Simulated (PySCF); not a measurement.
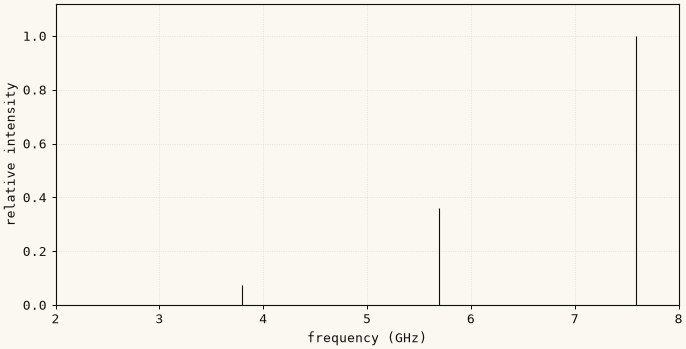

Simulated rotational absorption lines between 2 and 8 GHz at 2 K: rigid rotor with the equilibrium constants and dipole of one optimised conformer (PBE0-D3(BJ)/def2-SVP, PySCF), commonest isotopes; no centrifugal distortion, hyperfine structure, internal rotation or nuclear-spin weights; lines within 1 MHz of each other are summed.

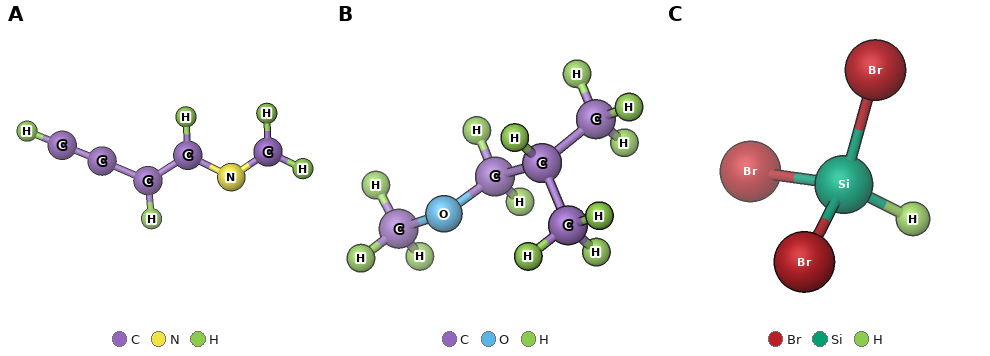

Which molecule gives this spectrum? The candidates are drawn in the second picture.

Answer. Structure C, SiHBr₃, SMILES Br[SiH](Br)Br. Rotational constants A, B, C = 0.9489, 0.9489, 0.4906 GHz, |μa|, |μb|, |μc| = 0.00, 0.01, 0.78 D.

Known limits of this run: coarse grid, loose stop and no frequency check, small forces are noise and the end may be a saddle.
